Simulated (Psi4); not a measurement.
**[NO3]− (nitrate) at HF/cc-pVTZ (ints tolerance 1e-12, sweep point 6)**

Aim: the vertical ionisation energy of [NO3]− (nitrate) at HF/cc-pVTZ (ints tolerance 1e-12, sweep point 6), from 2 runs. Input form: a Python script.

The calculation is run with Psi4 1.11.

4 further runs of the same task are left out: 4 set aside as unsound or not needed.

### 1 The system as given

The species is [NO3]− (4 atoms), meant as a singlet with charge -1. As SMILES, `O=[N+]([O-])[O-]`. The coordinates come from a PBE0-D4/def2-TZVPD relaxation.

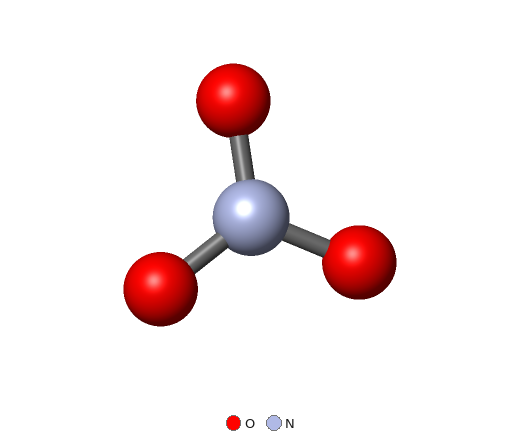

The structure, seen from a chosen angle (oxygen red, nitrogen light blue).

### 2 A single-point energy at HF/cc-pVTZ (ints tolerance 1e-12, sweep point 6)

File run.py:

```python
import psi4

psi4.set_memory('1600 MB')
psi4.set_num_threads(1)
psi4.core.set_output_file('output.dat', False)

geom = psi4.geometry("""
-1 1
O      0.296520     0.524040     1.091530
N      0.000000     0.000000     0.000000
O      0.470440    -1.113360    -0.305120
O     -0.766950     0.589330    -0.786420
symmetry c1
""")

psi4.set_options(dict(puream=True, scf_type='direct', ints_tolerance=1e-12, maxiter=60))

E = psi4.energy('hf/cc-pVTZ', molecule=geom)
print('E =', round(E, 9))
for k, v in sorted(psi4.core.scalar_variables().items()):
    print(f'{k:45s} {v:18.10f}')
```

The run is started by

```bash
$ python run.py
```

output.dat, shortened:

```text
[...]
  Running in c1 symmetry.
[...]
  Nuclear repulsion =  118.372543486432107
[...]
  Multiplicity = 1
[...]
  Nalpha       = 16
  Nbeta        = 16
[...]
    Number of basis functions: 120
[...]
   @DF-RHF iter   1:  -278.80890162760534   -5.98194e-01   6.69912e-03 DIIS/ADIIS
[...]
   @RHF iter  10:  -279.02697816962279   -1.24656e-07   9.95741e-07 DIIS
[...]
    Orbital Energies [Eh]
    ---------------------
    Doubly Occupied:
       1A    -20.337272     2A    -20.337272     3A    -20.337199
       4A    -15.647070     5A     -1.391800     6A     -1.133058
       7A     -1.133057     8A     -0.625614     9A     -0.505565
      10A     -0.501417    11A     -0.501417    12A     -0.281782
      13A     -0.281781    14A     -0.229661    15A     -0.229660
      16A     -0.214208
[...]
  @RHF Final Energy:  -279.02697816962279
   => Energetics <=
    Nuclear Repulsion Energy =            118.3725434864321073
    One-Electron Energy =                -627.4233698354477156
    Two-Electron Energy =                 230.0238481793927861
    Total Energy =                       -279.0269781696227938
[...]
 Multipole Moments:
 ------------------------------------------------------------------------------------
     Multipole            Electronic (a.u.)      Nuclear  (a.u.)        Total (a.u.)
 ------------------------------------------------------------------------------------
 L = 1.  Multiply by 2.5417464519 to convert [e a0] to [Debye]
 Dipole X            :         -0.0000043            0.0000000           -0.0000043
 Dipole Y            :         -0.0000023            0.0000000           -0.0000023
 Dipole Z            :          0.0000049           -0.0000000            0.0000049
 Magnitude           :                                                    0.0000069
[...]
```

On the terminal:

```text
E = -279.02697817
CURRENT ENERGY                                   -279.0269781696
CURRENT REFERENCE ENERGY                         -279.0269781696
DD SOLVATION ENERGY                                 0.0000000000
HF KINETIC ENERGY                                 278.7479618851
HF POTENTIAL ENERGY                              -557.7749400547
HF TOTAL ENERGY                                  -279.0269781696
HF VIRIAL RATIO                                     2.0010009626
NUCLEAR REPULSION ENERGY                          118.3725434864
ONE-ELECTRON ENERGY                              -627.4233698354
PCM POLARIZATION ENERGY                             0.0000000000
PE ENERGY                                           0.0000000000
SCF ITERATION ENERGY                             -279.0269781696
SCF ITERATIONS                                     10.0000000000
SCF TOTAL ENERGY                                 -279.0269781696
TWO-ELECTRON ENERGY                               230.0238481794
```

Wall time 4.2 s (1 thread of Intel Xeon 6975P-C (Granite Rapids), shared host); peak memory 0.23 GiB.

### 3 Doublet neutral NO3

File job.py:

```python
import psi4

psi4.set_memory(1600000000)
psi4.set_num_threads(1)
psi4.set_output_file('no3.out', False)

m = psi4.geometry("""
0 2
O      0.296520     0.524040     1.091530
N      0.000000     0.000000     0.000000
O      0.470440    -1.113360    -0.305120
O     -0.766950     0.589330    -0.786420
symmetry c1
""")

psi4.set_options({
    'basis': 'cc-pVTZ',
    'reference': 'uhf',
    'puream': True,
    'scf_type': 'direct',
    'ints_tolerance': 1e-12,
    'maxiter': 100,
})

e, wfn = psi4.energy("scf", return_wfn=True)
print(f'scf energy: {e:.10f} Eh')
```

The run is started by

```bash
$ python job.py
```

no3.out, shortened:

```text
[...]
  Running in c1 symmetry.
[...]
  Nuclear repulsion =  118.372543486432107
[...]
  Multiplicity = 2
[...]
  Nalpha       = 16
  Nbeta        = 15
[...]
    Number of basis functions: 120
[...]
   @DF-UHF iter   1:  -278.67615606206721   -4.65448e-01   5.91177e-03 ADIIS/DIIS
[...]
   @UHF iter  13:  -278.86571154067559   -5.03934e-09   8.19168e-07 DIIS
[...]
   @S^2 Observed:                7.919115033E-01
[...]
    Orbital Energies [Eh]
    ---------------------
    Alpha Occupied:
       1A    -20.720494     2A    -20.720437     3A    -20.720375
       4A    -15.981031     5A     -1.738889     6A     -1.496366
       7A     -1.496330     8A     -0.971551     9A     -0.850838
      10A     -0.850831    11A     -0.830829    12A     -0.657399
      13A     -0.657374    14A     -0.613693    15A     -0.579827
      16A     -0.579781
    Alpha Virtual:
      17A      0.051320    18A      0.301162    19A      0.437274
      20A      0.437283    21A      0.550220    22A      0.575471
      23A      0.587354    24A      0.587354    25A      0.733552
[...]
  @UHF Final Energy:  -278.86571154067559
   => Energetics <=
    Nuclear Repulsion Energy =            118.3725434864321073
    One-Electron Energy =                -616.9278621833038869
    Two-Electron Energy =                 219.6896071561961890
    Total Energy =                       -278.8657115406755906
  UHF NO Occupations:
  HONO-2 :   14  A 1.9907278
  HONO-1 :   15  A 1.9907209
[...]
 Multipole Moments:
 ------------------------------------------------------------------------------------
     Multipole            Electronic (a.u.)      Nuclear  (a.u.)        Total (a.u.)
 ------------------------------------------------------------------------------------
 L = 1.  Multiply by 2.5417464519 to convert [e a0] to [Debye]
 Dipole X            :         -0.0002127            0.0000000           -0.0002127
 Dipole Y            :          0.0001754            0.0000000            0.0001754
 Dipole Z            :         -0.0001920           -0.0000000           -0.0001920
 Magnitude           :                                                    0.0003360
[...]
```

The script printed:

```text
scf energy: -278.8657115407 Eh
```

Run time: 6.3 s. Hardware: 1 thread of Intel Xeon 6975P-C (Granite Rapids), shared host; peak memory 0.24 GiB.

### 4 Outcome

At HF/cc-pVTZ (ints tolerance 1e-12, sweep point 6):

```
                                                             quantity          value
                                         singlet [NO3]−: total energy  -279.02698 Eh
                                          singlet [NO3]−: HOMO energy       -5.83 eV
                                          singlet [NO3]−: LUMO energy       10.10 eV
singlet [NO3]−: HOMO–LUMO gap (to an unbound level, set by the basis)       15.93 eV
                                    doublet neutral NO3: total energy  -278.86571 Eh
                                   doublet neutral NO3: dipole moment         0.00 D
              doublet neutral NO3: HOMO energy (highest over α and β)      -12.67 eV
               doublet neutral NO3: LUMO energy (lowest over α and β)       -3.02 eV
                                            doublet neutral NO3: ⟨S²⟩          0.792
                  vertical detachment energy (to the doublet neutral)       4.388 eV
```

Removing an electron at fixed nuclei costs 4.39 eV (423 kJ/mol). The negative HOMO energy of the first species, 5.83 eV, lies 1.44 eV above that difference.
